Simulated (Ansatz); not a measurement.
# InF (SMILES [F][In]): what the fields show

```xyz
2

F     0.0000    0.0000    0.0159
In    0.0000    0.0000    2.0096
```

Geometry: PBE0-D4/def2-TZVP; core potentials replace the inner electrons of In.

Method: Ansatz, RKS PBE0-D4/def2-TZVPP.

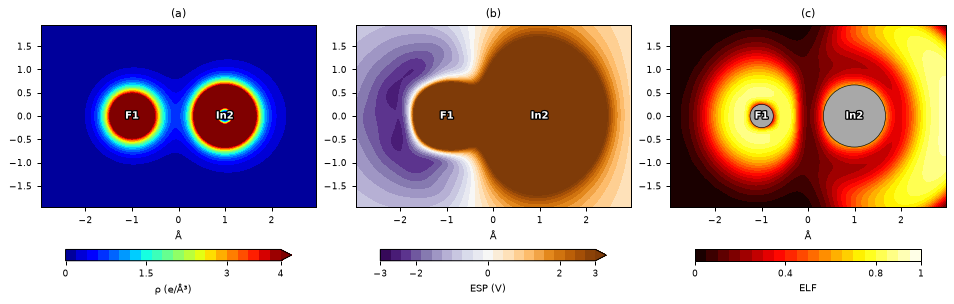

Figure 1. (a) electron density; (b) molecular electrostatic potential; (c) ELF on a plane that holds the molecular axis. Grey discs cover the atomic cores in the ELF map.

Question: Read the bonding off the picture.

Answer:
- The section cuts through F and In sites.
- In–F (1.99 Å): ρ is about 0.72 e/Å³ halfway; the ELF peaks at about 0.85 in the valence shell of F, 0.6 Å from its nucleus, and drops to about 0.15 between the two atoms.
- The ELF also peaks beside F1, away from the bonds: lone-pair regions.
- Outside the dense part of the molecule the potential is most negative (−2.5 V) near F1.

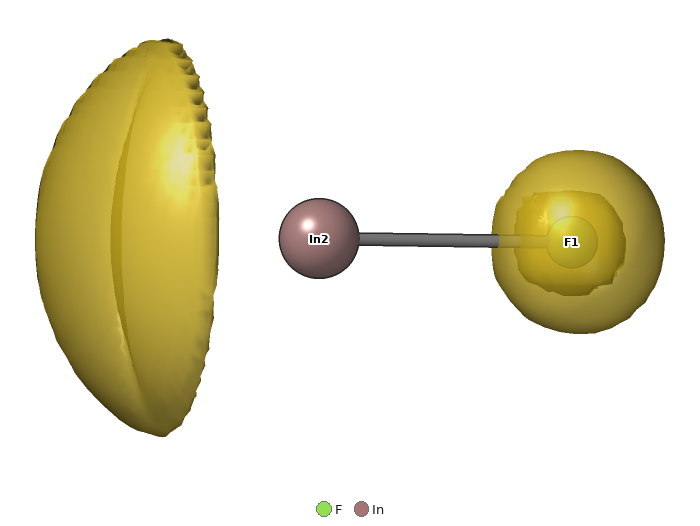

Figure 2. Isosurface of the electron localisation function at 0.8 (yellow), seen from one side. Core shells and regions of very low density are left out.

Question: Describe the localisation domains.

Answer: The surface consists of one lobe on In, pointing away from the bonds (lone pairs) and one region wrapped around F (its valence shell).

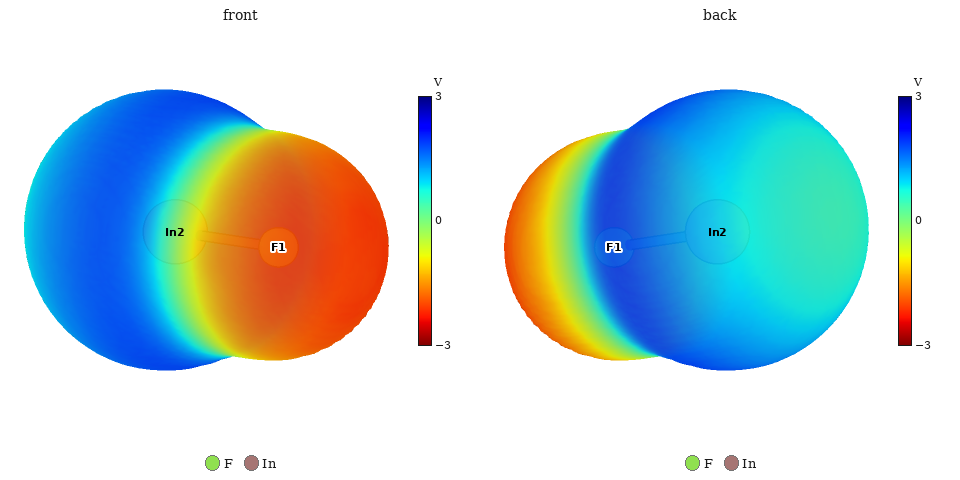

Figure 3. The electrostatic potential painted on the density surface at 0.002 e/bohr³, seen from the front and from behind; the colour scale runs from red (negative) to blue (positive).

Question: Where is the surface potential most negative and most positive?

Answer: The most negative region (about −2.2 V, or −51 kcal/mol for a unit charge) lies over F1, the most positive (about +1.8 V, or +42 kcal/mol for a unit charge) over In2.

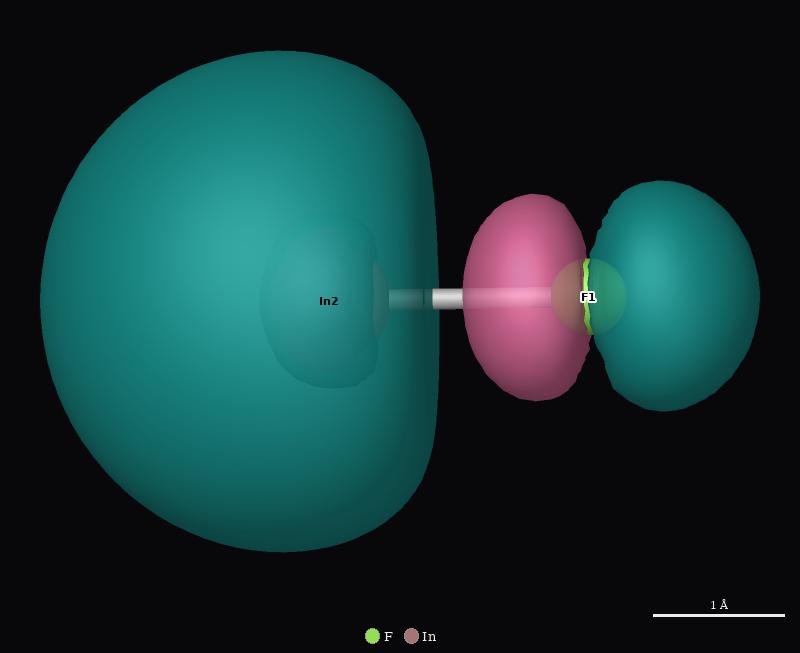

Figure 4. One frontier orbital at ±0.08 Å⁻³ᐟ² (teal and pink are the two phases), seen from one side.

Question: Which orbital is it: HOMO or LUMO?

Answer: The HOMO, at −7.52 eV. Its weight (Hirshfeld) is mainly on In2 (about 75 %) and F1 (about 25 %); it is of σ type.
